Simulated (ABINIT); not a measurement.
# SrTiO3 (I4/mcm): a self-consistent loop beyond G0W0, cycle by cycle, part 2 of 2

Aim: iterate the self-energy on SrTiO3 (I4/mcm) and follow the gap from cycle to cycle.

ABINIT 10.8.3; PBE and many-body steps on it, plane waves. Known limits of the many-body steps: not at the basis limit; no spin-orbit coupling.

So far. Step 3 (Screening, 4×4×4 mesh, 124 bands, screening to 103.4 eV): Local fields lower ε∞ by 4 %. Step 4 (G0W0): The gap on the mesh goes from 1.92 eV to 3.58 eV, a correction of +1.66 eV.

### Step 5. evGW0, cycle 1

This step: evGW0 on PBE, plane waves, norm-conserving pseudopotentials.

The input, run.abi:

```
acell 3*1.0 Angstrom
rprim 
  -2.755500000000 2.755500000000 3.898000000000
  2.755500000000 -2.755500000000 3.898000000000
  2.755500000000 2.755500000000 -3.898000000000
ntypat 3
znucl 38 22 8
natom 10
typat 1 1 2 2 3 3 3 3 3 3
xred 
  0.750000000000 0.250000000000 0.500000000000
  0.250000000000 0.750000000000 0.500000000000
  0.000000000000 0.000000000000 0.000000000000
  0.500000000000 0.500000000000 0.000000000000
  0.250000000000 0.250000000000 0.000000000000
  0.750000000000 0.750000000000 0.000000000000
  0.745100000000 0.245100000000 0.990200000000
  0.245100000000 0.254900000000 0.500000000000
  0.254900000000 0.754900000000 0.009800000000
  0.754900000000 0.745100000000 0.500000000000
pp_dirpath "pseudos"
pseudos "Sr.upf, Ti.upf, O.upf"
ecut 38
ngkpt 4 4 4
nshiftk 1
shiftk 0 0 0
kptopt 1
chksymbreak 0
istwfk *1
occopt 1
irdwfk 1
optdriver 4
nband 124
gwcalctyp 10
ecutsigx 38
symsigma 1
nkptgw 13
kptgw 
  0.0000000000 0.0000000000 0.0000000000
  0.2500000000 0.0000000000 0.0000000000
  0.5000000000 0.0000000000 0.0000000000
  0.2500000000 0.2500000000 0.0000000000
  0.5000000000 0.2500000000 0.0000000000
  -0.2500000000 0.2500000000 0.0000000000
  0.5000000000 0.5000000000 0.0000000000
  0.2500000000 0.2500000000 0.2500000000
  -0.2500000000 0.2500000000 0.2500000000
  0.5000000000 0.5000000000 0.2500000000
  -0.2500000000 0.5000000000 0.2500000000
  -0.2500000000 -0.2500000000 0.2500000000
  0.5000000000 0.5000000000 0.5000000000
bdgw 
  23 50
  23 50
  23 50
  23 50
  23 50
  23 50
  23 50
  23 50
  23 50
  23 50
  23 50
  23 50
  23 50
ecuteps 3.8
irdscr 1
ppmodel 1
indata_prefix "in"
outdata_prefix "out"
tmpdata_prefix "tmp"
```

The run is started by

```
$ OMP_NUM_THREADS=1 mpirun -n 4 abinit run.abi > log
```

Numbers of over 12 decimals in the logs are rounded to 6 here.

Log:

```text
.Version 10.8.3 of ABINIT. v10.8.2 released Aug 2026.

 Symmetries : space group I4/m c m (#140); Bravais tI (body-center tetrag.)
[... echo of the input left out ...]
== DATASET  1 ==================================================================
-   mpi_nproc: 4, omp_nthreads: 1 (-1 if OMP is not activated)

--- !DatasetInfo
iteration_state: {dtset: 1, }
dimensions: {natom: 10, nkpt: 13, mband: 124, nsppol: 1, nspinor: 1, nspden: 1, mpw: 8964, }
cutoff_energies: {ecut:  38.0, pawecutdg:  -1.0, }
electrons: {nelect:   8.00000000E+01, charge:   0.00000000E+00, occopt:   1.00000000E+00, tsmear:   1.00000000E-02, }

 SIGMA: Calculation of the GW corrections

 Based on a program developped by R.W. Godby, V. Olevano, G. Onida, and L. Reining.
 Incorporated in ABINIT by V. Olevano, G.-M. Rignanese, and M. Torrent.
.Using double precision arithmetic ; gwpc =  8

[... cell and pseudopotentials left out ...]
--------------------------------------------------------------------------------

 ==== K-mesh for the wavefunctions ====
 Number of points in the irreducible wedge :    13
[... list of points left out ...]
 Together with 16 symmetry operations and time-reversal symmetry
 yields    64 points in the full Brillouin Zone.

 ==== Q-mesh for screening function ====
 Number of points in the irreducible wedge :    13
[... list of points left out ...]
 Together with 16 symmetry operations and time-reversal symmetry
 yields    64 points in the full Brillouin Zone.

 vcoul_init : cutoff-mode = AUXILIARY_FUNCTION
 q-points for optical limit:   1
     1)      0.000010    0.000020    0.000030
 setmesh: FFT mesh size selected  =    72x   72x   72
          total number of points  =       373248

 Number of electrons calculated from density =   80.0000; Expected =   80.0000
[...]
spin       : 1
KS_gap     :    2.051
QP_gap     :    3.755
Delta_QP_KS:    1.703
data: !SigmaeeData |
     Band     E_DFT   <VxcDFT>   E(N-1)  <Hhartree>   SigX  SigC[E(N-1)]    Z     dSigC/dE  Sig[E(N)]  DeltaE  E(N)_pert E(N)_diago
[...]
--- !SelfEnergy_ee
iteration_state: {dtset: 1, }
kpoint     : [   0.500,    0.500,    0.500, ]
spin       : 1
KS_gap     :    2.178
QP_gap     :    3.925
Delta_QP_KS:    1.747
data: !SigmaeeData |
     Band     E_DFT   <VxcDFT>   E(N-1)  <Hhartree>   SigX  SigC[E(N-1)]    Z     dSigC/dE  Sig[E(N)]  DeltaE  E(N)_pert E(N)_diago
[...]
49    13.646   -22.675    13.646    36.320   -14.367    -5.206     0.761    -0.315   -20.315     2.359    16.005    16.352
       50    14.354   -13.557    14.354    27.911    -7.915    -3.645     0.841    -0.189   -11.876     1.681    16.035    16.747

 New Fermi energy :        3.432611E-01 Ha ,    9.340609E+00 eV

 === QP Band Gaps ===
  >>>> For spin  1
   Minimum direct gap =   4.0350 [eV], located at k-point      :   0.0000  0.0000  0.0000
   Fundamental gap    =   4.0350 [eV], Top of valence bands at :   0.0000  0.0000  0.0000
                                       Bottom of conduction at :   0.0000  0.0000  0.0000

 writing QP data on file : out_QPS

 Convergence of QP corrections
 >>>>> For spin  1 <<<<<
.  kptgw no:  1; Maximum DeltaE = (  -0.334   0.008) for band index: 23
.  kptgw no:  2; Maximum DeltaE = (   0.166  -0.002) for band index: 25
.  kptgw no:  3; Maximum DeltaE = (   0.029  -0.000) for band index: 26
[...]
.  kptgw no: 12; Maximum DeltaE = (  -0.089   0.000) for band index: 26
.  kptgw no: 13; Maximum DeltaE = (   0.027  -0.000) for band index: 25

== END DATASET(S) ==============================================================
================================================================================

 -outvars: echo values of variables after computation  --------
           etotal      0.0000000000E+00
            nband         124
             nkpt          13
          spgroup         140
 [... the other variables as echoed above ...]

 Calculation completed.
```

It took 43 min on 4 MPI ranks of Arm Neoverse V1, shared host; peak memory 12 GiB; 2.8 h of CPU time.

Numbers from this step:

```
quasiparticle gap on the mesh                         : 4.035 eV
gap of the density functional on the mesh             : 1.922 eV
k of the valence top                                  : 0, 0, 0
k of the conduction bottom                            : 0, 0, 0
Z at the valence top                                  : 0.769
Z at the conduction bottom                            : 0.783
least direct quasiparticle gap on the computed points : 4.035 eV
```

Against G0W0 in ABINIT (4×4×4 mesh, 124 bands, screening to 103.4 eV, Godby-Needs plasmon pole), the gap moves by +0.453 eV. This first cycle still uses the starting levels; it takes the full correction, at all points of the mesh, and its linearised value is 3.582 eV.

### Step 6. evGW0, cycle 2

The corrected levels of the last cycle go back in.

Edit run.abi of step 5 so:

```diff
@@ -68,2 +68,3 @@
 ppmodel 1
+irdqps 1
 indata_prefix "in"
```

Log:

```text
.Version 10.8.3 of ABINIT. v10.8.2 released Aug 2026.

 Symmetries : space group I4/m c m (#140); Bravais tI (body-center tetrag.)
[... echo of the input left out ...]
== DATASET  1 ==================================================================
-   mpi_nproc: 4, omp_nthreads: 1 (-1 if OMP is not activated)

--- !DatasetInfo
iteration_state: {dtset: 1, }
dimensions: {natom: 10, nkpt: 13, mband: 124, nsppol: 1, nspinor: 1, nspden: 1, mpw: 8964, }
cutoff_energies: {ecut:  38.0, pawecutdg:  -1.0, }
[...]
.  kptgw no:  3; Maximum DeltaE = (   0.026   0.000) for band index: 27
[...]
.  kptgw no: 12; Maximum DeltaE = (   0.074  -0.000) for band index: 27
.  kptgw no: 13; Maximum DeltaE = (   0.061   0.005) for band index: 28

== END DATASET(S) ==============================================================
================================================================================

 -outvars: echo values of variables after computation  --------
           etotal      0.0000000000E+00
            nband         124
             nkpt          13
          spgroup         140
 [... the other variables as echoed above ...]

 Calculation completed.
```

It took 42 min on 4 MPI ranks; peak memory 12 GiB; 2.8 h of CPU time.

This step gave:

- quasiparticle gap on the mesh: 3.99 eV
- gap of the density functional on the mesh: 1.922 eV
- k of the valence top: 0, 0, 0
- k of the conduction bottom: 0, 0, 0
- least direct quasiparticle gap on the computed points: 3.99 eV

Against the cycle before, the gap moves by −0.045 eV.

### Step 7. The runs together

Times are wall times on 4 MPI ranks of Arm Neoverse V1, shared host, good to a factor of about two. A run's time includes the screening step that it read.

```
           run   mesh  bands  screening cutoff (eV)  DFT gap (eV)  gap on the mesh (eV)  direct (eV)  ε∞ used    time
          G0W0  4×4×4    124                  103.4         1.922                 3.582        3.582     6.10  24 min
evGW0, cycle 1  4×4×4    124                  103.4         1.922                 4.035        4.035     6.10  66 min
evGW0, cycle 2  4×4×4    124                  103.4         1.922                 3.990        3.990     6.10  66 min
```

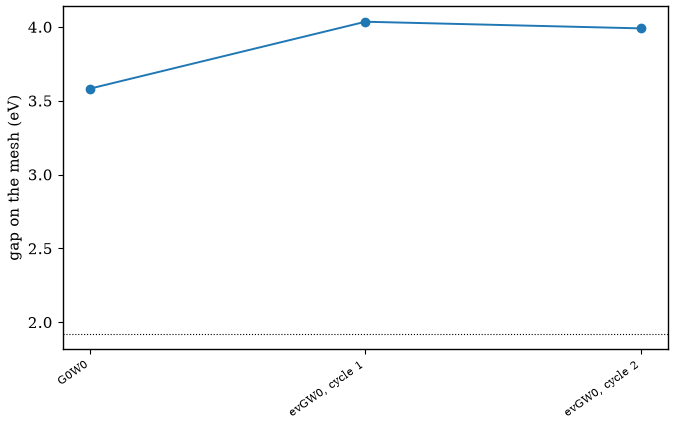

The gap through the cycles; the dotted line is the starting gap.

### Step 8. Outcome

| Property | Result |
| --- | --- |
| G0W0 | 3.582 eV |
| evGW0, cycle 1 | 4.035 eV |
| evGW0, cycle 2 | 3.990 eV |
| known limits | not at the basis limit; no spin-orbit coupling |

In words: Only the bands that the input lists are updated; the others, empty or deep, keep the functional's energies or take a rigid shift. evGW0 ends at 3.99 eV, +0.41 eV from G0W0, after 2 cycles that took 85 min beside the first screening; the last moved the gap by 0.045 eV, so the loop had not settled. The first cycle of evGW0 takes the full correction, without the factor Z, so it overshoots the one-shot value. Bands and cutoff are finite, so the gap is not at the basis limit. The miss can reach some tenths of an eV and take either sign; the mesh is an error of its own. The many-body steps are scalar-relativistic: spin-orbit coupling is not in them.

[Paths, hosts, dates, memory and timing lines, banners, echoed tables and standing remarks are left out of the program output.]

[Logs are printed without paths, hosts, clocks, repeated set-up lines and the standing remarks that a program may print on its own settings, such as how far it seeks lower states.]

[Runs of the session that timed out or met a known fault of the program may be left out.]

[Hosts, paths, dates, database ids (printed as entryN), source tags and the programs' standing remarks are cut or masked in the printed files.]

[G0W0 gaps are taken among the corrected bands and points alone; a level outside them can change the order at an edge.]

[Where Ansatz stands beside ABINIT at settings called matched, ABINIT's density can come from a denser mesh and the files from another edition; pairs whose starting gaps differed by over 0.03 eV were left out, so agreement reads better than it is.]
